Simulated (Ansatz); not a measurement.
H$_{6}$Si$_{2}$···H$_{2}$O

```yaml
atoms:
  - { symbol: Si, position_ang: [-0.2119, 0.2001, -1.3382] }
  - { symbol: O, position_ang: [0.5831, 1.2985, 1.4773] }
  - { symbol: H, position_ang: [1.1579, 0.7652, -1.4844] }
  - { symbol: H, position_ang: [-0.6040, -0.3560, -2.6643] }
  - { symbol: H, position_ang: [-1.1475, 1.3180, -1.0349] }
  - { symbol: H, position_ang: [1.4340, 1.6572, 1.2134] }
  - { symbol: Si, position_ang: [-0.2809, -1.4463, 0.3274] }
  - { symbol: H, position_ang: [-0.0259, 2.0408, 1.4530] }
  - { symbol: H, position_ang: [1.0575, -1.6305, 0.9448] }
  - { symbol: H, position_ang: [-0.6893, -2.7500, -0.2703] }
  - { symbol: H, position_ang: [-1.2731, -1.0970, 1.3760] }
```

The product side of a reaction path; geometry: PBE0-D4/def2-TZVP.

The calculation used RKS PBE0-D4/def2-TZVPP in Ansatz.

What can the converged electron density and electron localisation function tell about the bonding?

Si7···O2 (3.10 Å): the density falls to about 0.06 e/Å³ on the way; the ELF dips to about 0.05 between them.
Si–Si (2.34 Å): the density is about 0.64 e/Å³ at the midpoint; the ELF peaks at about 1 between the atoms; a covalent bond.
Si–H (1.49 Å): ρ is about 0.8 e/Å³ halfway; the ELF climbs to about 1 towards the hydrogen, as it does in any bond to H.

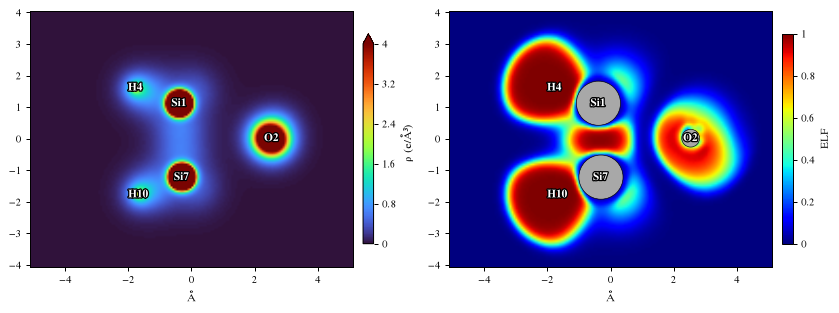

Computed electron density and electron localisation function on the plane of atoms H4, Si1 and Si7, in this order. Grey discs cover the atomic cores in the ELF map. 
